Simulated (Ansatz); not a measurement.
Relaxed Ag (fcc, Cu type):

```
CELL_PARAMETERS angstrom
      4.14857     0.00000     0.00000
      0.00000     4.14857     0.00000
      0.00000     0.00000     4.14857
ATOMIC_POSITIONS crystal
  Ag 0.00000 0.00000 0.00000
  Ag 0.50000 0.50000 0.00000
  Ag 0.50000 0.00000 0.50000
  Ag 0.00000 0.50000 0.50000
```

In this cell atom 1 (Ag, nearest neighbour Ag at 2.933 Å; its periodic images, 4.1 Å or more away, move with it) is moved by s along Cartesian x, unit vector (1.000, 0.000, 0.000); all other atoms and the cell stay fixed.

The numbers are results of PBE (plane waves to 420 eV, PAW, scalar-relativistic; Ansatz, a program for electronic structure), not measurements. k mesh 9×9×9 (Γ-centred), Fermi-Dirac smearing 0.05 eV. The energy includes the smearing's −TS. With partly filled bands, energies and forces of such displacements shift with the k mesh and the smearing. F∥ is the force on the atom along that direction. On this mesh the relaxed cell isn't quite at rest: it carries a pressure of -0.1 GPa (compression positive) at the zero of the scan. Ag was relaxed with its symmetry unable to fall. The zero of ΔE is the undisplaced structure.

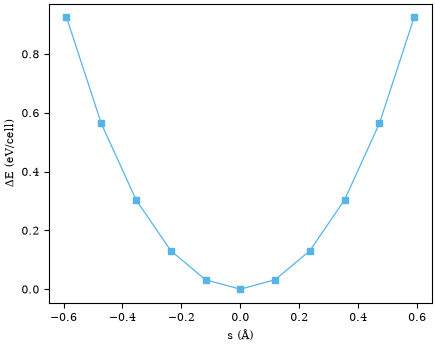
Figure. ΔE (eV/cell) against s (Å); one marker a computed point.

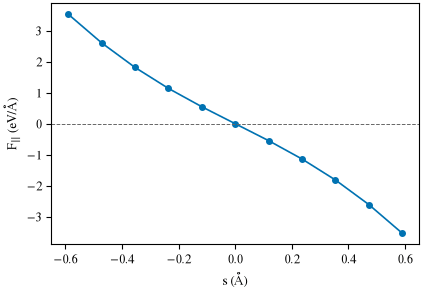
Figure: F∥ (eV/Å) against s (Å); one marker a computed point.

The force constant k = d²E/ds² at s = 0 (finite differences) is 4.57 eV/Å², the energy at s = 0.590 Å comes out as 925 meV/cell and the force along the line at s = -0.590 Å is 3.53 eV/Å. Shape of the curve: a single well with its minimum at or next to zero displacement. Harmonic estimate at the end of the scan: ½ks² = 796 meV/cell against the computed 925 meV/cell, so the well is stiffer than harmonic there.

The forces along the line at the two nearest points give (0.547 − (-0.547)) / (2·0.118) = 4.64 eV/Å²; the next pair corrects for the finite step.

(A displaced cell: forces are minus the slopes of the energy, force constants its curvatures, and phonons follow from these.)
